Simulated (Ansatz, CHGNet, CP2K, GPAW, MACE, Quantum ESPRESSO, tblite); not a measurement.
**GPAW on generalised stacking fault on (111) (glide set) of a Ge-Sn solid solution (48 atoms): settings against a plane-wave reference**

Wanted: GPAW inputs and outputs for generalised stacking fault on (111) (glide set) of a Ge-Sn solid solution (48 atoms), checked against a plane-wave reference.

Calculated with GPAW 26.7.0; the method is named at each step.

**1. The starting structure**

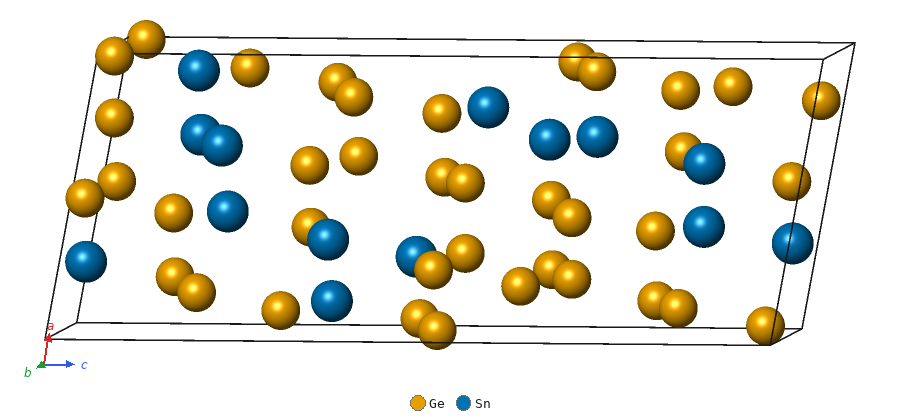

The starting structure, seen from the side, with the c axis across the page (germanium orange, tin blue). Some periodic images of atoms are drawn too.

The cell holds 48 atoms: 34 Ge and 14 Sn. Its edges and angles: a = 8.334 Å, b = 7.218 Å, c = 20.867 Å, α = 90.0°, β = 79.5°, γ = 90.0°. Diamond-structure Ge lattice (a = 5.8932 Å, the value set for the mixture), cell with z along [111], 2 x 1 x 2 periods; the third cell vector is tilted by 0.917 of 1/2[1-10] and lengthened by 0.1 Å, so the cell holds one fault (glide set); displaced by a Gaussian of 0.01 Å; 14 of 48 Ge sites given to Sn at random (lattice constant by Vegard's rule between Ge and Sn). Then every atom was moved at random, 0.05 Å r.m.s. a Cartesian component. The structure's axis is c.

The yardstick, on the same geometry:

* method: Kohn-Sham DFT, PBE, SSSP efficiency 1.3.0 pseudopotentials, plane waves (Quantum ESPRESSO 7.5); sssp-pbe-1.3.0-efficiency, cutoffs 45/360 Ry, Γ point
* r.m.s. force component: 1.177 eV/Å
* longest force: 5.194 eV/Å
* pressure: 8.323 GPa
* time: 2.2 min on 4 MPI ranks of Arm Neoverse V2, shared host
* CPU time: 8.6 min

**2. PBE, LCAO dzp, h 0.2 Å**

Method: Kohn-Sham DFT, PBE, PAW, atomic orbitals (dzp).

Contents of run.py:

```python
import numpy as np
from ase.io import read
from gpaw import GPAW, FermiDirac

atoms = read("structure.xyz")
atoms.calc = GPAW(
    mode="lcao",
    basis="dzp",
    h=0.2,
    xc="PBE",
    kpts={"size": (1, 1, 1), "gamma": True},
    occupations=FermiDirac(0.05),
    maxiter=200,
    symmetry={"point_group": False},
    txt="gpaw.txt",
)
energy = atoms.get_potential_energy(force_consistent=True)
forces = atoms.get_forces()
print(f"energy {energy:.6f} eV")
print("forces (eV/A)")
for i, (a, f) in enumerate(zip(atoms, forces)):
    print(f"{i:4d} {a.symbol:2s} {f[0]:10.5f} {f[1]:10.5f} {f[2]:10.5f}")
print(f"Fermi level {atoms.calc.get_fermi_level():.4f} eV")
for k in range(len(atoms.calc.get_ibz_k_points())):
    for s in range(atoms.calc.get_number_of_spins()):
        e = atoms.calc.get_eigenvalues(kpt=k, spin=s)
        n = np.searchsorted(e, atoms.calc.get_fermi_level())
        print(f"k {k} spin {s} levels about the Fermi level:", np.round(e[max(n - 6, 0):n], 4).tolist(), "|", np.round(e[n:n + 6], 4).tolist())
```

Contents of structure.xyz:

```xyz
48
Lattice="8.33424 0.00000 0.00000 0.00000 7.21767 0.00000 3.81983 0.00000 20.51464" Properties=species:S:1:pos:R:3 pbc="T T T"
Ge 6.28357 3.57765 0.39327
Sn 6.28492 3.53348 2.93031
Sn 6.31692 6.05353 3.85060
Ge 6.23705 5.95443 6.42724
Sn 2.08177 3.57340 0.34670
Ge 2.15423 3.59909 2.94159
Ge 2.02997 5.89842 3.88917
Ge 1.99748 6.00041 6.37246
Ge 4.19331 0.03313 0.39265
Ge 4.25518 7.16751 2.96826
Sn 4.17661 2.45798 3.95892
Ge 4.19458 2.46418 6.39277
Sn 4.13900 4.73328 7.19715
Sn 4.15049 4.78799 9.79000
Ge 6.33364 1.13527 7.21992
Ge 6.21977 1.16941 9.76435
Ge 6.38688 3.62710 10.65243
Ge 6.37776 3.60429 13.16999
Ge 6.20642 5.96143 14.10730
Ge 6.29669 6.00900 16.53870
Ge 8.34854 0.01234 0.48230
Sn 8.39584 7.14311 2.93359
Ge 8.32431 2.35051 3.82372
Ge 8.41127 2.38659 6.38641
Ge 8.30071 4.87084 7.19182
Ge 8.32732 4.85049 9.76251
Sn 2.11768 1.19712 7.22751
Ge 2.09978 1.06677 9.79143
Ge 2.08708 3.64608 10.63007
Ge 10.41627 3.66578 13.19809
Ge 10.45140 6.00488 14.04966
Ge 10.38775 6.00279 16.51470
Ge 4.08834 0.02649 10.61325
Ge 4.10944 0.01213 13.15747
Ge 4.16108 2.44203 14.03058
Ge 4.02488 2.42276 16.54013
Ge 4.14019 4.81159 17.45529
Ge 4.12130 4.74468 20.00362
Sn 6.25073 1.18435 17.34595
Sn 6.27787 1.23206 19.94495
Sn 8.32664 0.09361 10.50678
Sn 8.38477 7.14557 13.20199
Sn 8.29622 2.29594 13.99222
Ge 8.36767 2.41438 16.53111
Sn 8.34840 4.79823 17.43293
Ge 8.33528 4.84724 20.00239
Ge 10.35546 1.21019 17.43519
Ge 10.44735 1.20614 20.00239
```

The run is started by

```
$ OMP_NUM_THREADS=1 python run.py > output.txt
```

The program printed:

```text
energy -176.823798 eV
forces (eV/A)
   0 Ge    1.46029   -0.74139   -0.37438
   1 Sn    1.12963    0.50824   -0.96377
   2 Sn   -1.74767   -1.04188    1.49885
   3 Ge    0.53152    0.85883    0.03446
   4 Sn    3.41014    0.28290    2.51249
   5 Ge   -1.42132    0.23693    0.06366
   6 Ge    1.76771   -0.18438    0.35825
   7 Ge   -0.01666   -0.47995   -0.72784
   8 Ge    3.85408   -2.41876    2.39812
   9 Ge   -1.93103    0.48615   -0.93130
  10 Sn   -1.21831   -1.71578   -0.64716
  11 Ge    1.34028   -2.40004    0.84496
  12 Sn   -0.52695    1.65748   -0.45184
  13 Sn    1.19786    0.24520    1.08210
  14 Ge   -0.39522    0.44345    0.32819
  15 Ge   -1.71099    1.05414   -0.86894
  16 Ge   -0.41695   -0.55054    0.39433
  17 Ge   -2.49432    0.92611   -0.65107
  18 Ge   -0.61980   -0.28290   -0.34299
  19 Ge   -1.34206   -0.84922   -0.43302
  20 Ge    1.75117   -1.40903   -1.18246
  21 Sn    1.87070    1.55694   -0.31947
  22 Ge    1.61116    0.25810    1.05483
  23 Ge   -1.59389    1.06652   -0.81183
[...]
40 Sn   -0.46580   -1.12333    0.67882
  41 Sn   -0.82101   -2.44503   -0.77724
  42 Sn    1.44800    2.31873    1.18921
  43 Ge    0.50187   -0.28798    0.24862
  44 Sn   -0.15204   -0.30522    0.43473
  45 Ge   -1.24923    0.92385    0.13880
  46 Ge    0.05118   -0.64449    0.34593
  47 Ge   -2.12372    0.96717   -1.18694
Fermi level 5.7658 eV
k 0 spin 0 levels about the Fermi level: [5.3367, 5.3861, 5.4191, 5.6054, 5.6804, 5.7194] | [5.8035, 5.8602, 5.9551, 6.0586, 6.2333, 6.2878]
```

gpaw.txt:

```text
Input parameters:
  mode=LCAO(),
  basis={'default': 'dzp'},
  h=0.2,
  kpts=MonkhorstPack(size=(1, 1, 1), gamma=True),
  maxiter=200,
  occupations=Occupations(name='fermi-dirac', width=0.05, fixmagmom=False),
  symmetry=Symmetry(point_group=False),
  xc=XC(name='PBE')
Unit cell  # Å
| periodic |        x |        y |         z |   lengths |    angles |
|----------|----------|----------|-----------|-----------|-----------|
|      yes | 8.334240 | 0.000000 |  0.000000 |  8.334240 | 90.000000 |
|      yes | 0.000000 | 7.217670 |  0.000000 |  7.217670 | 79.452306 |
|      yes | 3.819830 | 0.000000 | 20.514640 | 20.867236 | 90.000000 |
Number of symmetries: 1
Symmetry operations  # r_c * U_cc + t_c -> r_c
|   | kind |            matrix            |
|---|------|------------------------------|
| 0 |  E   |  1, 0, 0,  0, 1, 0,  0, 0, 1 |
BZ-sampling:
  Number of BZ points: 1
  Number of IBZ points: 1
  Monkhorst-Pack size: [1, 1, 1]
  Monkhorst-Pack shift: [0, 0, 0]
[... lines left out ...]
  Fermi-Dirac:
[... lines left out ...]
xc functional:
  name: PBE with 2 nearest neighbor stencil
interpolation: tri-quintic # 5. degree polynomial
Initialization done in: 6.089 s
convergence criteria:
- Maximum [total energy] change in last 3 cyles: 0.0005 eV / valence electron
- Maximum integral of absolute [dens]ity change: 0.0001 electrons / valence electron
- Maximum integral of absolute [eigenst]ate change: 4e-08 eV^2 / valence electron
maximum number of iterations: 200
SCF iterations
|iter     |      energy | eigst |  dens |
|---------|-------------|-------|-------|
|iter:   1| -177.715882 |      c|       |
|iter:   2| -177.431072 |      c| -1.22 |
|iter:   3| -193.719508 |      c| -1.24 |
|iter:   4| -191.964533 |      c| -1.12 |
[...]
|iter:   8| -176.781253 |      c| -1.68 |
|iter:   9| -176.761697 |      c| -1.99 |
|iter:  10| -176.729025c|      c| -2.17 |
|iter:  11| -176.721879c|      c| -2.29 |
|iter:  12| -176.706305c|      c| -2.51 |
|iter:  13| -176.707849c|      c| -2.80 |
|iter:  14| -176.706465c|      c| -3.20 |
|iter:  15| -176.706463c|      c| -3.66 |
|iter:  16| -176.706490c|      c| -4.04c|
Converged in 16 steps
SCF loop duration: 107.305 s (6.707 s/step)
Energy contributions relative to reference atoms: (reference = -4293469.393285)
Energy contributions:
  Kinetic:         754.175921
  Coulomb:        -658.847248
  Zero:              0.941009
  External:          0.000000
  Xc:             -272.858863
  Entropy:          -0.234617
  Spinorbit:         0.000000
  ----------------------------
  Free energy:    -176.823798
  Extrapolated:   -176.706490
dipole moment: (-4.603892, -50.694238, -31.733249)  # |e|*Ang
Fermi level: 5.766
Eigenvalues  # (at kpt = [0.000, 0.000, 0.000])
| band index |      eig [eV] | occ [0-2] |
|------------|---------------|-----------|
|          0 |       -16.753 |     2.000 |
|        ... |               |           |
|        158 |         4.926 |     2.000 |
|        159 |         5.202 |     2.000 |
[...]
|        173 |         6.525 |     0.000 |
|        ... |               |           |
|        203 |         9.248 |     0.000 |
Gap: 0.084 eV
Transition (v -> c):
  (s=0, k=0, n=165, [0.00, 0.00, 0.00]) -> (s=0, k=0, n=166, [0.00, 0.00, 0.00])
No difference between direct/indirect transitions
Force computation time: 13.942  # s
timing:  # [seconds]
  Total:  127.355  # ━━━━━━━━━━━━━━━━━━━━━━━━━━━━━━━━━━━━━━━━━━━━━━━━━━━━━━━━
  Init:     6.089  # ━━╸
  SCF:    107.305  # ━━━━━━━━━━━━━━━━━━━━━━━━━━━━━━━━━━━━━━━━━━━━━━━
  Forces:  13.942  # ━━━━━━
```

Elapsed: 2.1 min, on 1 thread of Arm Neoverse V2, shared host; peak memory 1.2 GiB.

Banners, paths, timers and routine set-up lines are dropped from the logs unmarked, and long logs keep their key lines alone; longer cuts are marked.

Compared with the plane-wave run:

```
r.m.s. force component                  : 1.231 eV/Å
r.m.s. difference of force components   : 72.18 meV/Å
longest difference of force vectors     : 268.6 meV/Å
force difference over r.m.s. force      : 6.134 %
slope of forces against the reference's : 1.045
correlation of force components         : 0.9992
```

Length of the force difference by element (eV/Å):

```csv
element,atoms,mean,most
Ge,34,0.11,0.27
Sn,14,0.11,0.26
```

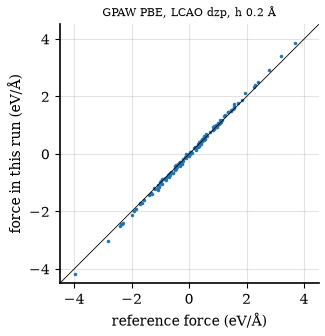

Force components against those of the reference; the line marks equality.

The surroundings of Ge38, which bears the longest force, nearest first, numbered as they follow in the input and with coordinates relative to it.

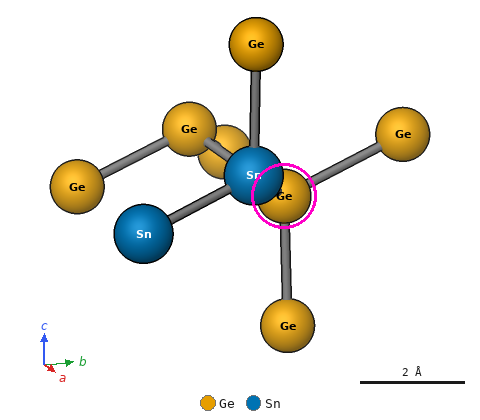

The atoms of the table, within 4.1 Å (arrows a, b, c point along x, y, z); some may hide others; the central atom is ringed.

```csv
atom,x,y,z,distance (Å),bonds,Fx,Fy,Fz (eV/Å)
Ge38,0.00,0.00,0.00,0.00,4,-4.17,2.91,-1.99
Sn5,1.78,-1.17,0.86,2.30,4,3.41,0.28,2.51
Ge37,0.02,0.07,-2.55,2.55,4,0.09,-0.04,0.05
Ge21,-0.29,2.49,0.99,2.69,4,1.75,-1.41,-1.18
Ge1,-2.35,-1.17,0.90,2.78,4,1.46,-0.74,-0.37
Ge48,-2.01,-3.54,0.00,4.07,4,-2.12,0.97,-1.19
Ge6,1.85,-1.15,3.45,4.08,4,-1.42,0.24,0.06
Ge46,-4.12,0.10,0.00,4.12,4,-1.25,0.92,0.14
Sn40,2.16,-3.51,-0.06,4.12,4,-3.02,-0.47,-0.79
```

Atoms are counted from 1 here, from 0 in the log.

Forces lie 6.1 % from the reference's, at 0.25 times its CPU time (on 1 against 4 cores).

**3. PBE, plane waves 550 eV**

Method: Kohn-Sham DFT, PBE, PAW, plane waves.

Changes to run.py since step 2:

```diff
@@ -2,3 +2,4 @@
 from ase.io import read
-from gpaw import GPAW, FermiDirac
+from gpaw import GPAW, FermiDirac, PW
+from ase.parallel import parprint as print
 
@@ -6,5 +7,3 @@
 atoms.calc = GPAW(
-    mode="lcao",
-    basis="dzp",
-    h=0.2,
+    mode=PW(550),
     xc="PBE",
@@ -14,2 +13,3 @@
     symmetry={"point_group": False},
+    nbands=396,
     txt="gpaw.txt",
@@ -22,2 +22,6 @@
     print(f"{i:4d} {a.symbol:2s} {f[0]:10.5f} {f[1]:10.5f} {f[2]:10.5f}")
+stress = -atoms.get_stress(voigt=False) * 160.21766
+print("stress (GPa, compression positive)")
+for row in stress:
+    print(" ".join(f"{x:10.4f}" for x in row))
 print(f"Fermi level {atoms.calc.get_fermi_level():.4f} eV")
```

structure.xyz is that of step 2.

The run is started by

```
$ OMP_NUM_THREADS=1 mpirun -np 2 gpaw python run.py > output.txt
```

The program printed:

```text
energy -187.004109 eV
forces (eV/A)
   0 Ge    1.38473   -0.69452   -0.39556
   1 Sn    1.08655    0.46736   -0.97704
   2 Sn   -1.67398   -0.97059    1.44275
   3 Ge    0.50741    0.84942    0.04378
   4 Sn    3.20823    0.28894    2.37553
   5 Ge   -1.36517    0.24637    0.05288
   6 Ge    1.68714   -0.18020    0.37566
   7 Ge   -0.05452   -0.46781   -0.71193
   8 Ge    3.68282   -2.30787    2.28603
   9 Ge   -1.85087    0.44825   -0.94473
  10 Sn   -1.17285   -1.63090   -0.57959
  11 Ge    1.25791   -2.29907    0.79108
  12 Sn   -0.47668    1.57199   -0.42058
  13 Sn    1.10398    0.21857    1.03939
  14 Ge   -0.32368    0.41836    0.33156
  15 Ge   -1.67790    0.99874   -0.86479
  16 Ge   -0.35837   -0.50134    0.41941
  17 Ge   -2.39911    0.91192   -0.65246
  18 Ge   -0.61356   -0.30058   -0.28902
  19 Ge   -1.31623   -0.81636   -0.46520
  20 Ge    1.62918   -1.32587   -1.14890
  21 Sn    1.79912    1.49918   -0.35664
  22 Ge    1.55922    0.27886    1.02929
  23 Ge   -1.54064    1.00344   -0.78542
[...]
40 Sn   -0.42258   -1.05629    0.62505
  41 Sn   -0.79058   -2.31186   -0.71248
  42 Sn    1.37352    2.20053    1.13252
  43 Ge    0.48647   -0.28532    0.25163
  44 Sn   -0.13228   -0.28577    0.41173
  45 Ge   -1.14973    0.85248    0.17326
  46 Ge    0.06414   -0.59762    0.32902
  47 Ge   -2.03683    0.90120   -1.11427
stress (GPa, compression positive)
   16.0212    -1.7136     1.3016
   -1.7136     3.0515    -1.4912
    1.3016    -1.4912     5.9971
Fermi level 5.7429 eV
k 0 spin 0 levels about the Fermi level: [5.3321, 5.3824, 5.4157, 5.5957, 5.675, 5.6793] | [5.7823, 5.8382, 5.9169, 6.0178, 6.2123, 6.2476]
```

gpaw.txt:

```text
Input parameters:
  mode=PW(ecut=550.0),
  kpts=MonkhorstPack(size=(1, 1, 1), gamma=True),
  maxiter=200,
  nbands=396,
  occupations=Occupations(name='fermi-dirac', width=0.05, fixmagmom=False),
  symmetry=Symmetry(point_group=False),
  xc=XC(name='PBE')
Diagonalizing LCAO Hamiltonian
Converting LCAO to pw mode
Unit cell  # Å
[... lines left out ...]
  Converge bands: occupied
[... lines left out ...]
  Fermi-Dirac:
[... lines left out ...]
convergence criteria:
- Maximum [total energy] change in last 3 cyles: 0.0005 eV / valence electron
[... lines left out ...]
Converged in 19 steps
[... lines left out ...]
  ----------------------------
  Free energy:    -187.004109
  Extrapolated:   -186.883155
dipole moment: (-4.664271, -50.644923, -31.980440)  # |e|*Ang
Fermi level: 5.743
Eigenvalues  # (at kpt = [0.000, 0.000, 0.000])
| band index |      eig [eV] | occ [0-2] |
|------------|---------------|-----------|
|          0 |       -16.645 |     2.000 |
|        ... |               |           |
|        158 |         4.922 |     2.000 |
|        159 |         5.197 |     2.000 |
[...]
|        ... |               |           |
[...]
Gap: 0.103 eV
Transition (v -> c):
  (s=0, k=0, n=165, [0.00, 0.00, 0.00]) -> (s=0, k=0, n=166, [0.00, 0.00, 0.00])
No difference between direct/indirect transitions
Force computation time: 2.730  # s
Stress tensor  # eV/Ang^3
|         x |         y |         z |
|-----------|-----------|-----------|
[...]
|  0.010695 | -0.019046 |  0.009308 |
| -0.008124 |  0.009308 | -0.037431 |
Stress computation time: 13.043  # s
```

Wall time 3.1 min (2 MPI ranks); peak memory 1.5 GiB; 6.1 min of CPU time.

Compared with the plane-wave run:

```yaml
r_m_s_force_component: 1.173 eV/Å
r_m_s_difference_of_force_components: 27.18 meV/Å
longest_difference_of_force_vectors: 107.7 meV/Å
force_difference_over_r_m_s_force: 2.31 %
slope_of_forces_against_the_reference_s: 0.9962
correlation_of_force_components: 0.9997
pressure: 8.357 GPa
pressure_difference: 0.0333 GPa
```

Against the first run (6.1 %), the force difference from the reference is 2.3 %, at 2.9 times the CPU time (on 2 against 1 cores).

The run ends at a pressure of 8.36 GPa, with forces up to 5.2 eV/Å.

**4. PBE, LCAO szp(dzp), h 0.2 Å**

Method: Kohn-Sham DFT, PBE, PAW, atomic orbitals (szp(dzp)).

Changes to run.py since step 3:

```diff
@@ -2,4 +2,3 @@
 from ase.io import read
-from gpaw import GPAW, FermiDirac, PW
-from ase.parallel import parprint as print
+from gpaw import GPAW, FermiDirac
 
@@ -7,3 +6,5 @@
 atoms.calc = GPAW(
-    mode=PW(550),
+    mode="lcao",
+    basis="szp(dzp)",
+    h=0.2,
     xc="PBE",
@@ -13,3 +14,2 @@
     symmetry={"point_group": False},
-    nbands=396,
     txt="gpaw.txt",
@@ -22,6 +22,2 @@
     print(f"{i:4d} {a.symbol:2s} {f[0]:10.5f} {f[1]:10.5f} {f[2]:10.5f}")
-stress = -atoms.get_stress(voigt=False) * 160.21766
-print("stress (GPa, compression positive)")
-for row in stress:
-    print(" ".join(f"{x:10.4f}" for x in row))
 print(f"Fermi level {atoms.calc.get_fermi_level():.4f} eV")
```

structure.xyz is that of step 3.

The run is started by

```
$ OMP_NUM_THREADS=1 python run.py > output.txt
```

The program printed:

```text
energy -167.028664 eV
forces (eV/A)
   0 Ge    1.66531   -0.85630   -0.36339
   1 Sn    1.15278    0.55317   -0.98917
   2 Sn   -1.75698   -1.08958    1.57568
   3 Ge    0.49860    0.90306    0.00604
   4 Sn    3.64129    0.27125    2.67185
   5 Ge   -1.54271    0.20032    0.06945
   6 Ge    1.93570   -0.17310    0.32414
   7 Ge    0.04363   -0.47198   -0.75643
   8 Ge    4.13446   -2.55686    2.54079
   9 Ge   -2.12029    0.50970   -0.92951
  10 Sn   -1.25935   -1.83995   -0.70131
  11 Ge    1.48606   -2.58706    0.93893
[...]
43 Ge    0.51924   -0.28907    0.24288
  44 Sn   -0.16634   -0.34075    0.46455
  45 Ge   -1.46153    1.09825    0.12380
  46 Ge    0.01776   -0.75346    0.36597
  47 Ge   -2.38170    1.10562   -1.29062
Fermi level 5.5384 eV
k 0 spin 0 levels about the Fermi level: [5.0997, 5.1351, 5.1899, 5.3768, 5.4317, 5.5058] | [5.5707, 5.6354, 5.7451, 5.856, 6.0184, 6.117]
```

gpaw.txt:

```text
Input parameters:
  mode=LCAO(),
  basis={'default': 'szp(dzp)'},
  h=0.2,
  kpts=MonkhorstPack(size=(1, 1, 1), gamma=True),
  maxiter=200,
  occupations=Occupations(name='fermi-dirac', width=0.05, fixmagmom=False),
  symmetry=Symmetry(point_group=False),
  xc=XC(name='PBE')
[... lines left out ...]
  Fermi-Dirac:
[... lines left out ...]
convergence criteria:
- Maximum [total energy] change in last 3 cyles: 0.0005 eV / valence electron
[... lines left out ...]
Converged in 18 steps
[... lines left out ...]
  Free energy:    -167.028664
[... lines left out ...]
Fermi level: 5.538
[... lines left out ...]
|          0 |       -17.531 |     2.000 |
|        ... |               |           |
|        158 |         4.706 |     2.000 |
|        159 |         4.976 |     2.000 |
[...]
|        173 |         6.434 |     0.000 |
|        ... |               |           |
|        203 |         9.251 |     0.000 |
Gap: 0.065 eV
Transition (v -> c):
  (s=0, k=0, n=165, [0.00, 0.00, 0.00]) -> (s=0, k=0, n=166, [0.00, 0.00, 0.00])
No difference between direct/indirect transitions
Force computation time: 11.080  # s
timing:  # [seconds]
  Total:  116.460  # ━━━━━━━━━━━━━━━━━━━━━━━━━━━━━━━━━━━━━━━━━━━━━━━━━━━━━━━━
  Init:     5.635  # ━━╸
  SCF:     99.723  # ━━━━━━━━━━━━━━━━━━━━━━━━━━━━━━━━━━━━━━━━━━━━━━━━
  Forces:  11.080  # ━━━━━╸
```

The job ended after 2 min (1 thread; peak memory 1.1 GiB).

Compared with the plane-wave run:

| Item | Value |
| --- | --- |
| r.m.s. force component | 1.321 eV/Å |
| r.m.s. difference of force components | 169.1 meV/Å |
| longest difference of force vectors | 648.6 meV/Å |
| force difference over r.m.s. force | 14.37 % |
| slope of forces against the reference's | 1.12 |
| correlation of force components | 0.9975 |

This is a coarse setting, run to see what it loses.

Against the first run (6.1 %), the force difference from the reference is 14 %, at 0.92 times the CPU time, with 502 basis functions against 764: the smaller basis costs accuracy.

[end of part 1 of 2]

[Also dropped from logs without a mark: logging warnings of Python, and SIESTA's first energy breakdown and zero terms.]

[Logs are printed without paths, hosts, clocks, repeated set-up lines and the standing remarks that a program may print on its own settings, such as how far it seeks lower states.]

[Hosts, paths, dates, database ids (printed as entryN), source tags and the programs' standing remarks are cut or masked in the printed files.]
